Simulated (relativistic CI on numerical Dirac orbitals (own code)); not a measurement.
Run report: Yb³⁺, relativistic CI calculation

- system: Yb³⁺.
- method: Dirac-Coulomb-Breit CI, KLI orbitals optimised for each configuration, model QED (radiative potential, 1s self-energy scaled to tabulated hydrogen-like ionisation energies), valence Slater integrals scaled by 0.9, multiplet model of core-to-valence dipole absorption in a parametric crystal field (relativistic CI on numerical Dirac orbitals, in-house)

### Key numbers

```
quantity                      value
 outcome                  converged
hardware  1 CPU thread, shared host
```

### Remarks

Limits: free-ion energies, so absolute edge positions are off by a few eV from solids; core and valence shell share one n, so the strongest features autoionise and are far broader and can lie several eV off in experiment.

### Input file
```
atom Yb  Z=70  charge=3  electrons=67
nucleus A=174  rms_radius_fm=5.3108
hamiltonian dirac-coulomb  breit=on  qed=on  c_scale=1
orbitals kli  potential=per-configuration
slater_scale 0.9
correlation none
mixing on
configurations
  [Xe] 4f13
  [Kr] 4d9 4f14 5s2 5p6
end
absorption N4,5 T=80 lorentz=0.5 gauss=0.2
crystal_field C2v B20=260 B22=-160 B40=930 B42=-30 B44=750 B60=-470 B62=-110 B64=-310 B66=-570
```

The program writes its results to a structured record and prints no log; tables and figures of this report are taken from that record.

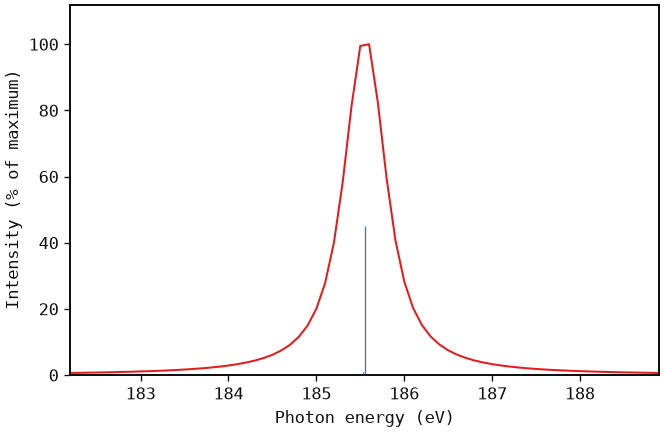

Figure 1. N₄,₅ X-ray absorption of Yb IV (Yb³⁺), [Xe] 4f¹³, in a field of C2v symmetry with B20 = 260, B22 = −160, B40 = 930, B42 = −30, B44 = 750, B60 = −470, B62 = −110, B64 = −310, B66 = −570 cm⁻¹ (Wybourne parameters). Sticks are the strongest transitions, on a scale of their own. Multiplet model: relativistic Dirac–Coulomb–Breit theory, one configuration a step, Slater integrals scaled by 0.9, 80 K, Voigt broadening (Lorentzian 0.5 eV, Gaussian 0.2 eV full widths), computed with a radial Dirac CI code. The main maxima lie at 185.6 eV (100), heights in % of the largest; the centroid is at 185.6 eV. The ground state has S = 0.50.
